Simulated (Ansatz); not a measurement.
# Calculations on CH7ClSSi2

## 1. Relaxation

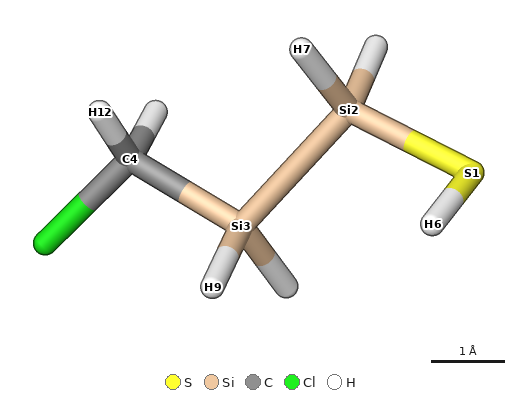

This is the input geometry for a relaxation of CH7ClSSi2. The picture is a stick view, seen at a tilt.

The run prepares an end point of a later path (torsion) calculation, from a guessed geometry.

Computed with RKS r2SCAN-D4/def2-SVP (Ansatz 0.2.0).

The input:
```yaml
crystal:
  periodic: [false, false, false]
  atoms:
    - { symbol: S, position_ang: [-1.8858, 1.7841, 1.9114] }
    - { symbol: Si, position_ang: [-0.8139, 0.091, 1.3295] }
    - { symbol: Si, position_ang: [0.0458, 0.3163, -0.8016] }
    - { symbol: C, position_ang: [1.0859, -1.2218, -1.1392] }
    - { symbol: Cl, position_ang: [1.7584, -1.1322, -2.7655] }
    - { symbol: H, position_ang: [-0.9236, 2.7231, 1.8401] }
    - { symbol: H, position_ang: [0.3145, -0.0833, 2.3192] }
    - { symbol: H, position_ang: [-1.6607, -1.0778, 1.3847] }
    - { symbol: H, position_ang: [0.9753, 1.5261, -0.7762] }
    - { symbol: H, position_ang: [-1.0127, 0.5263, -1.7552] }
    - { symbol: H, position_ang: [0.3558, -2.1148, -1.1134] }
    - { symbol: H, position_ang: [1.8382, -1.3922, -0.4] }
basis:
  gaussian: { orbitals: def2-SVP }
hamiltonian:
  xc: r2scan
  dispersion: d4
relax:
  f_tol: 0.015
  max_steps: 40
output:
  orbitals: {}
```

Launched with:
```bash
ansatz run input.yaml --threads 2 --pin off --max-ram 3072MiB --backend cpu --events-out ev --progress --plain --runs-dir out
```

Q: Predict the outcome.

A: H8 moves most after the best rigid fit: 0.26 Å. Largest moves by element: H 0.26 Å, Cl 0.15 Å, S 0.13 Å, Si 0.12 Å, C 0.07 Å. Near-neighbour distances that change, for instance: S1–Si2 2.087 → 2.163 Å, C4–H11 1.154 → 1.101 Å, Si2–H8 1.444 → 1.493 Å, C4–Cl5 1.762 → 1.807 Å. Among the angles between lasting bonds that change: Si2–S1–H6 100.6° → 94.7°, S1–Si2–H8 110.2° → 104.6°, Si3–C4–H11 106.1° → 111.7°. Over 7 accepted moves (9 points after the start) the energy falls by 29.2 kJ/mol. The largest force component goes from 2.6 to 0.0081 eV/Å. The line search rejected the trial steps at points 4, 7 of the run.

Final geometry:

```xyz
12

S    -1.9072    1.9095    1.9040
Si   -0.8317    0.0905    1.4441
Si    0.0666    0.2801   -0.7201
C     1.1048   -1.2358   -1.2007
Cl    1.7859   -1.0170   -2.8604
H    -0.8505    2.7237    1.6792
H     0.2313   -0.2084    2.4564
H    -1.8638   -0.9853    1.5208
H     0.9375    1.4942   -0.7643
H    -1.0481    0.4417   -1.6992
H     0.5013   -2.1564   -1.2116
H     1.9512   -1.3922   -0.5145
```

The end point in the same view:

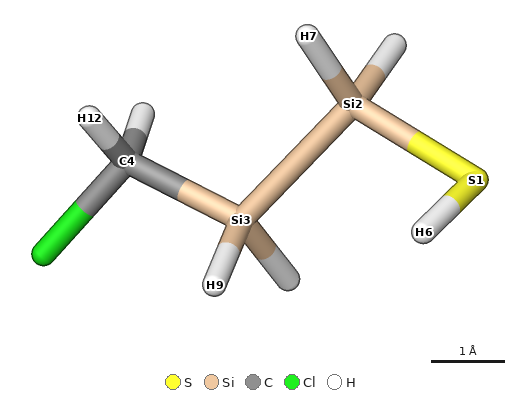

## 2. Relaxation

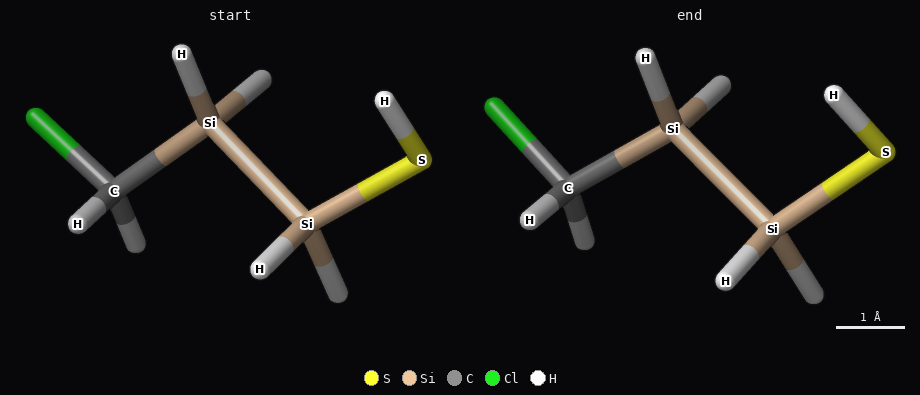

The structure of CH₇ClSSi₂ before (left) and after (right) a relaxation, at one scale.

Style: stick. Shown at a tilt.

The run prepares an end point of a later path (torsion) calculation, from a guessed geometry.

Computed with RKS r2SCAN-D4/def2-SVP in Ansatz. Set-up: no spin polarisation; force threshold 0.015 eV/Å; at most 40 steps.

Describe what moved and what it gained.

Over 7 accepted moves (9 points after the start) the energy falls by 0.289 eV. Largest force component: 1.9 eV/Å at the start, 0.0073 eV/Å at the end. The line search rejected the trial steps at points 4, 8 of the run. The forces were under the threshold at step 6, but the run went on from there. The atom that moves furthest after the best rigid fit is an H atom (0.25 Å). By element the largest moves are H 0.25 Å, Cl 0.16 Å, S 0.14 Å, Si 0.12 Å, C 0.10 Å. Some distances before and after: S–Si 2.087 → 2.162 Å, H–Si 1.440 → 1.495 Å, C–H 1.154 → 1.101 Å, C–Cl 1.762 → 1.808 Å. Among the angles between lasting bonds that change: Si–S–H 100.6° → 94.7°, Si–C–H 106.1° → 112.0°, Si–Si–C 106.9° → 112.3°.

## 3. Path

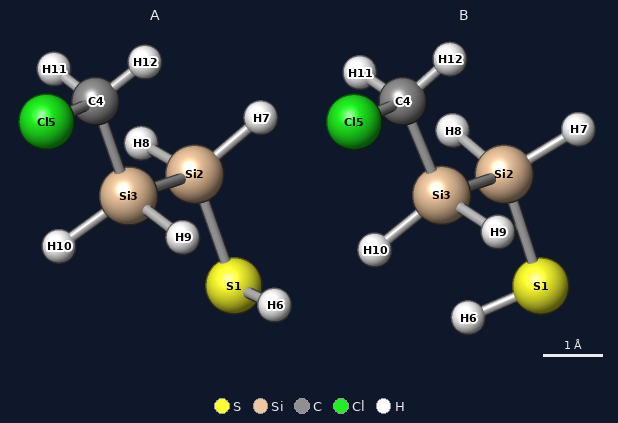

The two relaxed end points of a path for CH7ClSSi2. The picture is a ball-and-stick view, seen from a free direction.

Level of theory: RKS r2SCAN-D4/def2-SVP (Ansatz 0.2.0).

The input:
```yaml
crystal:
  periodic: [false, false, false]
  atoms:
    - { symbol: S, position_ang: [-1.907084, 1.908637, 1.904956] }
    - { symbol: Si, position_ang: [-0.830338, 0.0905, 1.444921] }
    - { symbol: Si, position_ang: [0.065598, 0.279784, -0.720314] }
    - { symbol: C, position_ang: [1.104771, -1.235359, -1.201143] }
    - { symbol: Cl, position_ang: [1.783962, -1.016782, -2.861649] }
    - { symbol: H, position_ang: [-0.851409, 2.723768, 1.678696] }
    - { symbol: H, position_ang: [0.233943, -0.206921, 2.456261] }
    - { symbol: H, position_ang: [-1.861348, -0.986219, 1.523181] }
    - { symbol: H, position_ang: [0.935323, 1.494721, -0.765969] }
    - { symbol: H, position_ang: [-1.050237, 0.43988, -1.698383] }
    - { symbol: H, position_ang: [0.502037, -2.156563, -1.210977] }
    - { symbol: H, position_ang: [1.951982, -1.390645, -0.51578] }
basis:
  gaussian: { orbitals: def2-SVP }
hamiltonian:
  xc: r2scan
  dispersion: d4
neb:
  order_check: false
  images: 5
  f_tol: 0.03
  max_iterations: 57
  initial_path: idpp
  final_atoms:
    - { symbol: S, position_ang: [-1.442052, 2.08869476, 2.11553394] }
    - { symbol: Si, position_ang: [-0.61907199, 0.17288901, 1.54242925] }
    - { symbol: Si, position_ang: [0.30613869, 0.37003799, -0.61016525] }
    - { symbol: C, position_ang: [0.98990002, -1.28070603, -1.2549973] }
    - { symbol: Cl, position_ang: [1.66206449, -1.06153611, -2.91860158] }
    - { symbol: H, position_ang: [-2.25870899, 2.18499476, 1.0411757] }
    - { symbol: H, position_ang: [0.42622155, -0.1075523, 2.57071289] }
    - { symbol: H, position_ang: [-1.63952009, -0.92210227, 1.60113252] }
    - { symbol: H, position_ang: [1.405543, 1.37854943, -0.58021407] }
    - { symbol: H, position_ang: [-0.76580386, 0.84069804, -1.53950892] }
    - { symbol: H, position_ang: [0.20951274, -2.0549181, -1.31392395] }
    - { symbol: H, position_ang: [1.80297642, -1.66424818, -0.61977324] }
```

Run as
```bash
ansatz run input.yaml --threads 2 --pin off --max-ram 3072MiB --backend cpu --events-out ev --progress --plain --runs-dir out
```

**What barrier does the band find between them, and by what path?**

The barrier is about 0.046 eV in both directions, with image 3 at the top; the ends have the same energy. The motion is a rotation about the S1–Si2 bond by about 110°. No bond forms or breaks between the ends. Among the angles between lasting bonds that change up to the highest image: S1–Si2–H8 104.6° → 109.8°, S1–Si2–H7 112.2° → 109.8°. The band converged in 7 iterations. The largest component of the band force went from 0.48 to 0.024 eV/Å. The climbing image converged on the top of the path. Its vibrational analysis gives one imaginary mode (186i cm⁻¹), as a transition state must have.

Energies of the converged images:

```csv
image,path (Å),E (eV)
0,0.00,0.000
1,0.41,0.006
2,0.81,0.028
3,1.22,0.046
4,1.62,0.028
5,2.03,0.006
6,2.44,0.000
```

The geometry at the top of the path:

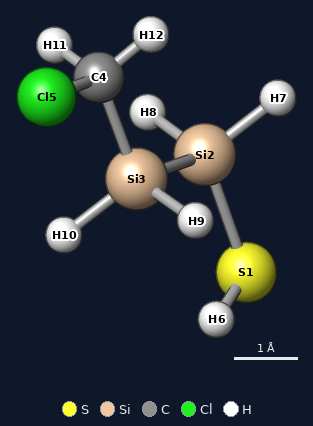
